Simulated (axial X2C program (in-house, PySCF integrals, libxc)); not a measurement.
# ILi⁺: bond curves with and without spin–orbit coupling

What are the state, bond length, wavenumber and bond energy of ILi⁺, and what does spin–orbit coupling change?

The runs use an in-house X2C program for linear molecules on PySCF integrals; all-electron X2C, I dyall-cv3z, Li dyall-cv3z.

All values are calculated.

### Step 1. Set-up

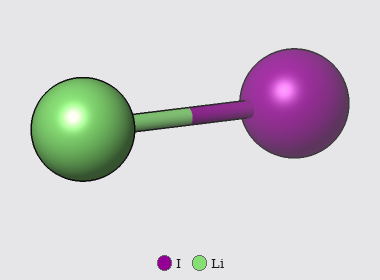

The two atoms at 2.660 Å (iodine purple, lithium green).

File task.json:

```json
{"zs": [53, 3], "q": 1, "bas": ["dyall-cv3z", "dyall-cv3z"], "levels": ["PBE0", "HF", "BHandHLYP"], "cc": true, "r0": 2.66, "thr": -2.0, "nmax": 90, "npts": 10, "nst": 2, "ntry": 6}
```

Keys: zs atomic numbers; q charge; bas basis sets; levels methods (HF also brings MP2); cc coupled cluster on or off; r0 starting distance in Å; thr threshold in hartree for freezing inner shells (an s shell follows its p shell); nmax most natural virtual spinors; npts points asked for on the curve; nst determinants followed; ntry starts of the search.

Run with:

```bash
$ python so2c.py task.json out
```

Spin-free means the one-electron spin-free X2C Hamiltonian; two-component (2c) means X2C with spin–orbit coupling and atomic mean-field two-electron Coulomb and Gaunt terms. Basis: I dyall-cv3z contracted to [11s12p8d4f1g], Li dyall-cv3z contracted to [7s8p2d]; Gaussian nuclei, density fitting. Masses: I 126.904 u, Li 7.016 u.

Notation: σ, π±, δ± give the projection m of an orbital's angular momentum (0, ±1, ±2), α and β its spin, Λ and M_S the sums; ω is the projection of a spinor's total angular momentum and Ω the sum. Logs are in hartree.

The results follow Hamiltonian by Hamiltonian and level by level.

### Step 2. Search for the lowest determinant

Determinants are compared with PBE0 at 2.660 Å.

Spin-free determinants:

| ΔE (eV) | state | open shells |
| --- | --- | --- |
| 0.00 | M_S = 1/2, Λ = 1 | beyond closed shells: π+α, π+β, π-α |
| 0.70 | M_S = 1/2, Λ = 0 | beyond closed shells: σα |
| 6.52 | M_S = 3/2, Λ = 0 | beyond closed shells: σα, π+α, π-α |
| 6.62 | M_S = 1/2, Λ = 0 | beyond closed shells: σβ, π+α, π-α |
| 6.94 | M_S = 3/2, Λ = 1 | beyond closed shells: 2 × σα, π+α, π+β, π-α |

Two-component determinants:

| ΔE (eV) | state | open shells |
| --- | --- | --- |
| 0.00 | Ω = 3/2 | excess of +ω over −ω: ω = 3/2 |
| 0.41 | Ω = 1/2 | excess of +ω over −ω: ω = 1/2 |
| 6.68 | Ω = 1/2 | excess of +ω over −ω: 2 × ω = -1/2, ω = 3/2 |
| 6.75 | Ω = 5/2 | excess of +ω over −ω: 2 × ω = 1/2, ω = 3/2 |
| 7.25 | Ω = 1/2 | excess of +ω over −ω: ω = 1/2 |

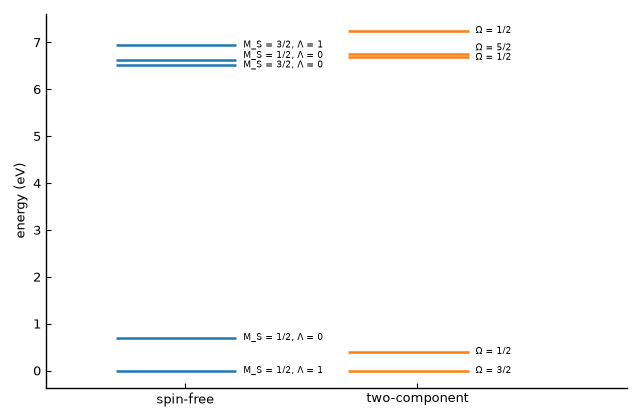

The determinants found, each set from its own lowest.

### Step 3. PBE0, spin-free

State followed: M_S = 1/2, Λ = 1 (beyond closed shells: π+α, π+β, π-α). The scan is laid around 2.718 Å, a first estimate of the minimum, and this SCF restarts from the orbitals of the search.

The SCF at the reference distance of 2.718 Å:

```text
spin-free X2C-1e  PBE0
basis functions 165  fitting functions 815  grid points 5086
iter        total energy     max residual
   1      -7122.462706959     1.12e+00
   2      -7122.611264560     2.29e-03
   3      -7122.611351031     1.85e-03
   4      -7122.611395199     2.23e-04
   5      -7122.611395488     9.10e-05
   6      -7122.611395605     5.00e-05
   7      -7122.611395620     2.65e-06
   8      -7122.611395620     6.64e-07
converged
one-electron -9813.76519136  Coulomb 2844.76529356  exact exchange -45.48855012  xc functional -139.07923046  nuclear repulsion 30.95628276
```

Along the bond, energies from the lowest point:

```csv
R (Å),E (eV),μ (D),HOMO (eV),LUMO (eV),iterations
2.365,0.2005,7.74,-13.49,-11.26,9
2.473,0.0801,8.22,-13.33,-11.10,8
2.555,0.0301,8.60,-13.22,-10.99,8
2.636,0.0053,8.98,-13.11,-10.88,8
2.718,0.0000,9.38,-13.00,-10.77,8
2.813,0.0106,9.85,-12.88,-10.65,8
2.908,0.0348,10.33,-12.76,-10.53,8
3.031,0.0778,10.97,-12.61,-10.38,8
3.180,0.1406,11.77,-12.42,-10.20,8
3.397,0.2358,12.96,-12.17,-9.94,8
```

Dipoles are positive if Li is the positive end and refer to the centre of mass.

Outer orbitals at the reference distance:

```json
{"symmetry": "σα", "occupied": "yes", "ε (eV)": "-25.16", "atomic character": "87% I s, 6% Li p, 4% Li d"}
{"symmetry": "σβ", "occupied": "yes", "ε (eV)": "-24.10", "atomic character": "87% I s, 7% Li p, 4% Li d"}
{"symmetry": "σα", "occupied": "yes", "ε (eV)": "-14.04", "atomic character": "86% I p, 7% Li p, 5% Li s"}
{"symmetry": "π+α", "occupied": "yes", "ε (eV)": "-13.95", "atomic character": "96% I p, 2% Li d"}
{"symmetry": "π-α", "occupied": "yes", "ε (eV)": "-13.95", "atomic character": "96% I p, 2% Li d"}
{"symmetry": "σβ", "occupied": "yes", "ε (eV)": "-13.72", "atomic character": "85% I p, 7% Li p, 5% Li s"}
{"symmetry": "π+β", "occupied": "yes", "ε (eV)": "-13.00", "atomic character": "95% I p, 2% Li d, 2% Li p"}
{"symmetry": "π-β", "occupied": "no", "ε (eV)": "-10.77", "atomic character": "94% I p, 3% Li p, 3% Li d"}
{"symmetry": "σα", "occupied": "no", "ε (eV)": "-5.70", "atomic character": "84% Li s, 6% Li p, 3% I p"}
{"symmetry": "σβ", "occupied": "no", "ε (eV)": "-5.67", "atomic character": "84% Li s, 7% Li p, 3% I p"}
{"symmetry": "π-α", "occupied": "no", "ε (eV)": "-4.45", "atomic character": "90% Li p, 7% I d, 3% I p"}
```

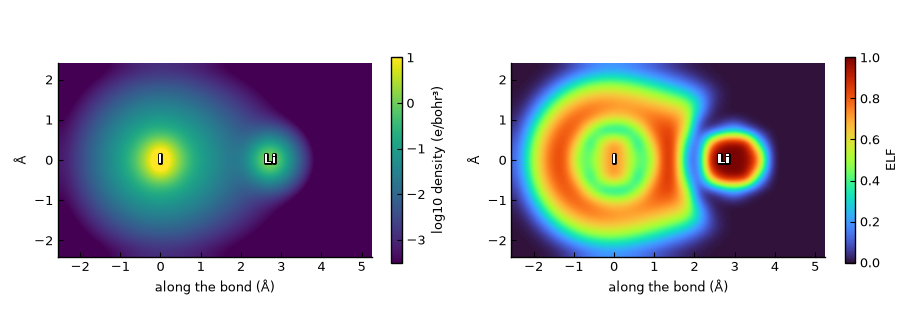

PBE0 fields in a plane through the axis, from a grid of 0.3 Å; I lies at z = 0 and Li at z = 2.718 Å; the ELF is damped to zero where the density is low.

Re = 2.706 Å, ωe = 299.7 cm⁻¹, ωexe = 3.9 cm⁻¹, Be = 0.3463 cm⁻¹, De = 0.702 eV, μ = 9.32 D.

### Step 4. HF, spin-free

Output at 2.718 Å:

```text
spin-free X2C-1e  HF
basis functions 165  fitting functions 815  grid points 5086
iter        total energy     max residual
   1      -7119.997815537     2.37e-01
   2      -7120.014071443     4.67e-03
   3      -7120.014335698     1.23e-03
   4      -7120.014364257     5.82e-04
   5      -7120.014369266     1.36e-04
   6      -7120.014370163     4.86e-05
   7      -7120.014370281     1.53e-05
   8      -7120.014370289     3.55e-06
   9      -7120.014370289     1.15e-06
converged
one-electron -9812.74599383  Coulomb 2843.78361171  exact exchange -182.00827093  xc functional 0.00000000  nuclear repulsion 30.95628276
```

Re = 2.754 Å, ωe = 284.9 cm⁻¹, ωexe = 4.05 cm⁻¹, Be = 0.3342 cm⁻¹, De = 0.533 eV, μ = 9.77 D.

### Step 5. BHandHLYP, spin-free

The SCF at the reference distance of 2.718 Å:

```text
spin-free X2C-1e  BHandHLYP
basis functions 165  fitting functions 815  grid points 5086
iter        total energy     max residual
   1      -7122.978904418     7.72e-02
   2      -7122.980161164     1.57e-03
   3      -7122.980168676     3.33e-04
   4      -7122.980169570     1.46e-04
   5      -7122.980169778     1.83e-05
   6      -7122.980169787     5.13e-06
   7      -7122.980169788     3.77e-06
converged
one-electron -9813.67755954  Coulomb 2844.69365916  exact exchange -90.98861432  xc functional -93.96393786  nuclear repulsion 30.95628276
```

Re = 2.699 Å, ωe = 303 cm⁻¹, ωexe = 3.98 cm⁻¹, Be = 0.348 cm⁻¹, De = 0.737 eV, μ = 9.36 D.

### Step 6. Correlated methods, spin-free

Correlated methods: 7 electrons correlated (frozen shells, counted by type: I 4 s, 3 p, 2 d; Li 1 s), 221 virtual spinors in MP2, 66 natural virtuals in coupled cluster.

Output of the correlated part at 2.718 Å:

```text
correlated 7  virtual 221  natural virtual 66  E(MP2) -0.121898648  MP2 remainder -0.002335796
iter   CCSD correlation   residual
   1     -0.133798926   7.81e-02
   2     -0.137809259   2.40e-02
   3     -0.137969362   4.65e-03
   4     -0.137978489   1.05e-03
   5     -0.137974860   3.78e-04
   6     -0.137975685   1.24e-04
   7     -0.137975819   2.83e-05
   8     -0.137975664   7.17e-06
   9     -0.137975676   1.95e-06
(T) -0.004403339  T1 0.0069  D1 0.0144  max T2 0.062
```

T1 in the output is the amplitude norm over the root of the electron number; divide by √2 for the Lee–Taylor value.

MP2: Re = 2.759 Å, ωe = 282.2 cm⁻¹, Be = 0.3331 cm⁻¹, De = 0.650 eV.

CCSD: Re = 2.758 Å, ωe = 283.0 cm⁻¹, ωexe = 3.7 cm⁻¹, Be = 0.3334 cm⁻¹, De = 0.656 eV. T1 at Re = 0.005 (Lee–Taylor, the printed value over √2).

CCSD(T): Re = 2.759 Å, ωe = 282.7 cm⁻¹, ωexe = 3.65 cm⁻¹, Be = 0.333 cm⁻¹, De = 0.664 eV. T1 at Re = 0.005 (Lee–Taylor, the printed value over √2).

### Step 7. A higher determinant, spin-free

State: M_S = 1/2, Λ = 0 (beyond closed shells: σα).

Output at the reference distance:

```text
spin-free X2C-1e  PBE0
basis functions 165  fitting functions 815  grid points 5086
iter        total energy     max residual
   1      -7122.440090830     1.16e+00
   2      -7122.586023516     2.30e-03
   3      -7122.586106627     1.88e-03
   4      -7122.586160942     4.17e-04
   5      -7122.586161618     2.20e-04
   6      -7122.586161898     7.55e-05
   7      -7122.586161946     2.80e-06
   8      -7122.586161947     1.72e-06
converged
one-electron -9813.85698112  Coulomb 2844.89102030  exact exchange -45.49119265  xc functional -139.08529123  nuclear repulsion 30.95628276
```

```csv
R (Å),E above the lowest PBE0 point (eV)
2.365,0.951
2.473,0.825
2.555,0.761
2.636,0.717
2.718,0.687
2.813,0.665
2.908,0.654
3.031,0.651
3.180,0.657
```

No constants are quoted: too few points lie around the minimum for a second fit to confirm the first.

### Step 8. The spin-free curves together

Energy (eV) of the followed determinant, spin-free, from each level's lowest point:

```csv
R (Å),PBE0,HF,MP2,CCSD,CCSD(T),BHandHLYP
2.365,0.201,0.253,0.254,n/a,n/a,0.196
2.473,0.080,0.112,0.114,0.113,0.114,0.076
2.555,0.030,0.050,0.051,0.051,0.051,0.028
2.636,0.005,0.015,0.015,0.015,0.015,0.004
2.718,0.000,0.000,0.000,0.000,0.000,0.000
2.813,0.011,0.002,0.001,0.001,0.001,0.012
2.908,0.035,0.018,0.016,0.017,0.016,0.037
3.031,0.078,0.052,0.050,0.051,0.050,0.082
3.180,0.141,0.106,0.103,n/a,n/a,0.145
3.397,0.236,0.190,0.188,n/a,n/a,0.242
```

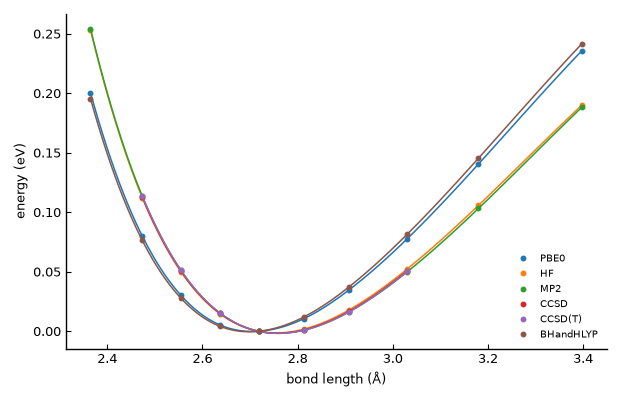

Curves of the followed state, spin-free, each from its own lowest point.

### Step 9. PBE0, 2c

State followed: Ω = 3/2 (excess of +ω over −ω: ω = 3/2). The scan is laid around 2.718 Å, a first estimate of the minimum, and this SCF restarts from the orbitals of the search.

The SCF at the reference distance of 2.718 Å:

```text
two-component X2C + atomic mean field  PBE0
basis functions 165  fitting functions 815  grid points 5086
iter        total energy     max residual
   1      -7119.498059475     1.12e+00
   2      -7119.646843845     2.29e-03
   3      -7119.646930324     1.86e-03
   4      -7119.646974784     2.22e-04
   5      -7119.646975071     9.08e-05
   6      -7119.646975188     4.97e-05
   7      -7119.646975202     2.64e-06
   8      -7119.646975202     6.64e-07
converged
one-electron -9805.07372676  Coulomb 2843.26089115  exact exchange -45.46125211  xc functional -139.00145597  nuclear repulsion 30.95628276  atomic mean-field constant -4.32771428
```

Along the bond, energies from the lowest point:

```csv
R (Å),E (eV),μ (D),HOMO (eV),LUMO (eV),iterations
2.365,0.2045,7.74,-13.58,-10.91,9
2.473,0.0826,8.22,-13.43,-10.76,8
2.555,0.0316,8.59,-13.31,-10.65,8
2.636,0.0060,8.97,-13.20,-10.54,8
2.718,0.0000,9.36,-13.08,-10.43,8
2.813,0.0099,9.83,-12.95,-10.31,8
2.908,0.0337,10.31,-12.82,-10.19,8
3.031,0.0763,10.94,-12.66,-10.04,8
3.180,0.1389,11.74,-12.46,-9.86,8
3.397,0.2345,12.92,-12.19,-9.61,8
```

Dipoles are positive if Li is the positive end and refer to the centre of mass.

Outer spinors at the reference distance:

```tsv
ω	occupied	ε (eV)	atomic character	λ mixture
1/2	yes	-25.10	87% I s, 6% Li p, 4% Li d	100% σ
-1/2	yes	-24.06	87% I s, 7% Li p, 4% Li d	100% σ
-1/2	yes	-14.54	94% I p, 3% Li p	76% π, 24% σ
1/2	yes	-14.25	88% I p, 6% Li p, 4% Li s	79% σ, 21% π
3/2	yes	-13.56	95% I p, 2% Li d, 2% Li p	100% π
-1/2	yes	-13.43	87% I p, 6% Li p, 4% Li s	76% σ, 24% π
1/2	yes	-13.08	93% I p, 4% Li p, 2% Li d	79% π, 21% σ
-3/2	no	-10.43	94% I p, 3% Li p, 3% Li d	100% π
1/2	no	-5.70	84% Li s, 6% Li p, 3% I p	100% σ
-1/2	no	-5.66	84% Li s, 8% Li p, 4% I p	100% σ
-1/2	no	-4.46	90% Li p, 7% I d, 3% I p	100% π
```

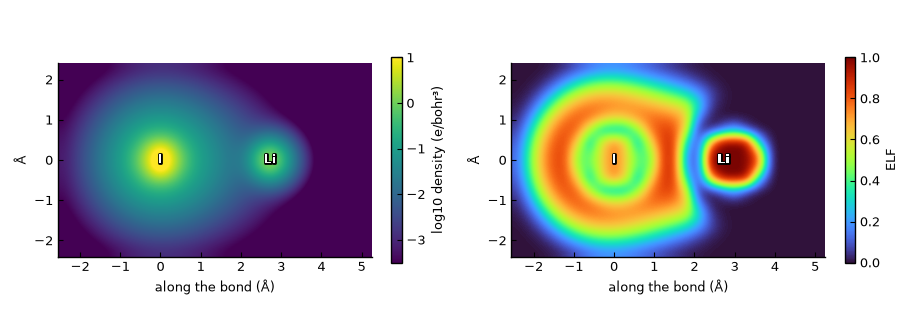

PBE0 fields in a plane through the axis, from a grid of 0.3 Å; I lies at z = 0 and Li at z = 2.718 Å; the ELF is damped to zero where the density is low.

Re = 2.709 Å, ωe = 299.0 cm⁻¹, ωexe = 3.83 cm⁻¹, Be = 0.3454 cm⁻¹, De = 0.753 eV, μ = 9.32 D.

### Step 10. HF, 2c

Output at 2.718 Å:

```text
two-component X2C + atomic mean field  HF
basis functions 165  fitting functions 815  grid points 5086
iter        total energy     max residual
   1      -7117.029275550     2.38e-01
   2      -7117.045488030     4.58e-03
   3      -7117.045750728     1.23e-03
   4      -7117.045779175     5.83e-04
   5      -7117.045784085     1.35e-04
   6      -7117.045784934     4.52e-05
   7      -7117.045785043     1.40e-05
   8      -7117.045785050     3.14e-06
   9      -7117.045785050     1.04e-06
converged
one-electron -9804.05452156  Coulomb 2842.27888459  exact exchange -181.89871656  xc functional 0.00000000  nuclear repulsion 30.95628276  atomic mean-field constant -4.32771428
```

Re = 2.757 Å, ωe = 284.6 cm⁻¹, ωexe = 4 cm⁻¹, Be = 0.3335 cm⁻¹, De = 0.536 eV, μ = 9.77 D.

### Step 11. BHandHLYP, 2c

The SCF at the reference distance of 2.718 Å:

```text
two-component X2C + atomic mean field  BHandHLYP
basis functions 165  fitting functions 815  grid points 5086
iter        total energy     max residual
   1      -7120.013262690     7.72e-02
   2      -7120.014516699     1.56e-03
   3      -7120.014524212     3.36e-04
   4      -7120.014525115     1.45e-04
   5      -7120.014525325     1.78e-05
   6      -7120.014525335     5.07e-06
   7      -7120.014525335     3.79e-06
converged
one-electron -9804.98532121  Coulomb 2843.18841522  exact exchange -90.93397550  xc functional -93.91221232  nuclear repulsion 30.95628276  atomic mean-field constant -4.32771428
```

Re = 2.703 Å, ωe = 302 cm⁻¹, ωexe = 3.92 cm⁻¹, Be = 0.3471 cm⁻¹, De = 0.733 eV, μ = 9.36 D.

### Step 12. Correlated methods, 2c

Correlated methods: 7 electrons correlated (frozen shells, counted by type: I 4 s, 3 p, 2 d; Li 1 s), 221 virtual spinors in MP2, 66 natural virtuals in coupled cluster.

Output of the correlated part at 2.718 Å:

```text
correlated 7  virtual 221  natural virtual 66  E(MP2) -0.121192083  MP2 remainder -0.002334403
iter   CCSD correlation   residual
   1     -0.133012980   7.71e-02
   2     -0.136944993   2.34e-02
   3     -0.137096187   4.38e-03
   4     -0.137104101   9.32e-04
   5     -0.137100761   3.14e-04
   6     -0.137101443   1.03e-04
   7     -0.137101572   2.33e-05
   8     -0.137101444   5.77e-06
   9     -0.137101452   1.54e-06
(T) -0.004310407  T1 0.0067  D1 0.0140  max T2 0.061
```

MP2: Re = 2.762 Å, ωe = 282.0 cm⁻¹, Be = 0.3324 cm⁻¹, De = 0.671 eV.

CCSD: Re = 2.761 Å, ωe = 282.8 cm⁻¹, ωexe = 3.65 cm⁻¹, Be = 0.3327 cm⁻¹, De = 0.666 eV. T1 at Re = 0.005 (Lee–Taylor, the printed value over √2).

CCSD(T): Re = 2.762 Å, ωe = 282.5 cm⁻¹, ωexe = 3.61 cm⁻¹, Be = 0.3324 cm⁻¹, De = 0.675 eV. T1 at Re = 0.005 (Lee–Taylor, the printed value over √2).

### Step 13. A higher determinant, 2c

State: Ω = 1/2 (excess of +ω over −ω: ω = 1/2).

Output at the reference distance:

```text
two-component X2C + atomic mean field  PBE0
basis functions 165  fitting functions 815  grid points 5086
iter        total energy     max residual
   1      -7119.484013613     1.14e+00
   2      -7119.632007849     2.29e-03
   3      -7119.632095014     1.88e-03
   4      -7119.632142686     2.44e-04
   5      -7119.632143182     1.12e-04
   6      -7119.632143392     5.71e-05
   7      -7119.632143462     1.84e-05
   8      -7119.632143527     1.29e-05
   9      -7119.632143580     2.16e-06
  10      -7119.632143581     3.52e-07
converged
one-electron -9805.00113185  Coulomb 2843.19650208  exact exchange -45.46018625  xc functional -138.99589603  nuclear repulsion 30.95628276  atomic mean-field constant -4.32771428
```

```csv
R (Å),E above the lowest PBE0 point (eV)
2.365,0.618
2.473,0.498
2.555,0.445
2.636,0.415
2.718,0.404
2.813,0.405
2.908,0.419
3.031,0.447
3.180,0.490
```

Re = 2.751 Å, ωe = 260.9 cm⁻¹, ωexe = 4.7 cm⁻¹, Be = 0.335 cm⁻¹, μ = 9.63 D. Te = 0.40 eV.

### Step 14. The 2c curves together

Energy (eV) of the followed determinant, 2c, from each level's lowest point:

```csv
R (Å),PBE0,HF,MP2,CCSD,CCSD(T),BHandHLYP
2.365,0.204,0.257,0.258,n/a,n/a,0.200
2.473,0.083,0.115,0.116,0.115,0.116,0.079
2.555,0.032,0.051,0.052,0.052,0.052,0.029
2.636,0.006,0.015,0.016,0.016,0.016,0.005
2.718,0.000,0.000,0.000,0.000,0.000,0.000
2.813,0.010,0.001,0.000,0.001,0.000,0.011
2.908,0.034,0.017,0.015,0.016,0.015,0.036
3.031,0.076,0.051,0.049,0.050,0.049,0.080
3.180,0.139,0.105,0.102,n/a,n/a,0.144
3.397,0.235,0.189,0.188,n/a,n/a,0.240
```

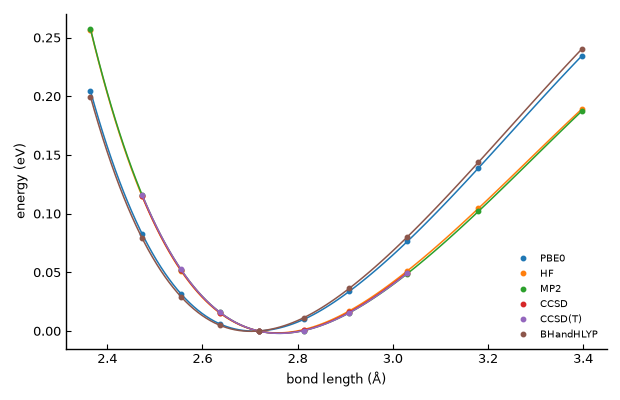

Curves of the followed state, 2c, each from its own lowest point.

The whole job took 37 s on 1 thread of AMD EPYC 9R45 (Zen 5), shared host; peak memory 0.35 GiB.

### Step 15. What came out

Lowest determinant that the search found at its distance, spin-free: M_S = 1/2, Λ = 1 (beyond closed shells: π+α, π+β, π-α).

Lowest determinant that the search found at its distance, 2c: Ω = 3/2 (excess of +ω over −ω: ω = 3/2).

| Hamiltonian | level | Re (Å) | ωe (cm⁻¹) | De (eV) | μ (D) |
| --- | --- | --- | --- | --- | --- |
| spin-free | PBE0 | 2.706 | 299.7 | 0.702 | 9.32 |
| spin-free | HF | 2.754 | 284.9 | 0.533 | 9.77 |
| spin-free | MP2 | 2.759 | 282.2 | 0.650 | n/a |
| spin-free | CCSD | 2.758 | 283.0 | 0.656 | n/a |
| spin-free | CCSD(T) | 2.759 | 282.7 | 0.664 | n/a |
| spin-free | BHandHLYP | 2.699 | 303 | 0.737 | 9.36 |
| 2c | PBE0 | 2.709 | 299.0 | 0.753 | 9.32 |
| 2c | HF | 2.757 | 284.6 | 0.536 | 9.77 |
| 2c | MP2 | 2.762 | 282.0 | 0.671 | n/a |
| 2c | CCSD | 2.761 | 282.8 | 0.666 | n/a |
| 2c | CCSD(T) | 2.762 | 282.5 | 0.675 | n/a |
| 2c | BHandHLYP | 2.703 | 302 | 0.733 | 9.36 |

Dipoles are positive if Li is the positive end and refer to the centre of mass.

Time per point (s) on 1 thread of AMD EPYC 9R45 (Zen 5), shared host (2c runs; CCSD comes with the CCSD(T) run); the times are rough: PBE0 0.25, HF 0.17, MP2 0.21, CCSD(T) 0.64, BHandHLYP 0.24.

At CCSD(T), going from spin-free to two-component changes Re by +3 mÅ, ωe by -0.1 %, which is small (part of it comes from the scalar share of the two-electron terms). De moves by +0.01 eV; both De rest on single-determinant atoms, which can miss part of an open shell's spin–orbit lowering.

De refers to I + Li+, each in the lowest determinant found, which need not be this curve's own limit. The state is a single determinant with fixed occupations, the lowest that a limited PBE0 search found. De is counted from the lowest determinant-based energies of the atoms at the same level, without counterpoise correction. Density functionals use the spin component along the axis (collinear). Coupled cluster ran in a truncated set of natural virtual spinors; the MP2 energy of the rest was added.
